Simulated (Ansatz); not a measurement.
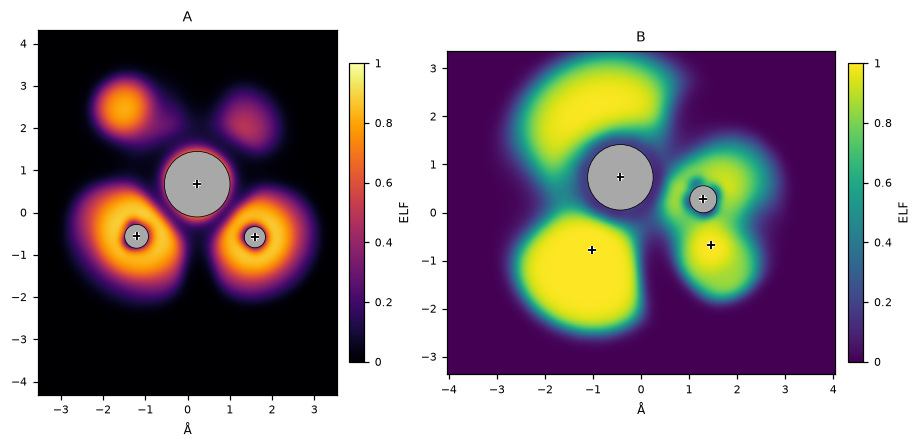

The ELF of 2 systems, each on a plane through atoms (crosses mark nuclei in the plane; grey discs cover the cores).

Computed with Ansatz 0.2.0, RKS PBE0-D4/def2-SVP.

System 1: F2H2O2W···HF, the plane of atoms O4, W1 and F9. Core potentials replace the inner electrons of W.

```xyz
9

W    -0.5638   -0.2223   -0.3503
H     1.6737    0.9377    1.1138
F     2.1225    0.1292    1.0586
O    -0.0688    1.4278    0.4345
H    -0.4011    2.2132   -0.0438
O    -2.4027    0.0522   -0.2116
H    -2.7046    0.0173    0.7200
F    -0.6282   -2.0456   -0.0512
F     0.7810   -0.2687   -1.6267
```

System 2: GeH2O···H2O, the plane of atoms Ge1, O5 and H6. Not at a stationary point (largest force 1.1 eV/Å).

```yaml
atoms:
  - { symbol: Ge, position_ang: [-0.0108, 0.0024, -0.9553] }
  - { symbol: O, position_ang: [1.1151, 0.1417, 1.7727] }
  - { symbol: H, position_ang: [0.8551, -0.7659, 1.9740] }
  - { symbol: H, position_ang: [1.8243, 0.0322, 1.1010] }
  - { symbol: O, position_ang: [-1.0991, 1.4141, -1.0328] }
  - { symbol: H, position_ang: [-1.9573, 1.2799, -0.6157] }
  - { symbol: H, position_ang: [-1.0492, -0.9927, -0.2024] }
```

### Match each panel to its system.

Panel A is system 1, F2H2O2W···HF: the plane holds W, O and F. W–F (1.85 Å): the ELF peaks at about 0.85 in the valence shell of F, 0.5 Å from its nucleus, and drops to about 0.20 between the two atoms. Panel B is system 2, GeH2O···H2O: the plane holds Ge, O and H. Ge–O (1.78 Å): the ELF peaks at about 0.85 in the valence shell of O, 0.6 Å from its nucleus, and is about 0.30 at the midpoint.
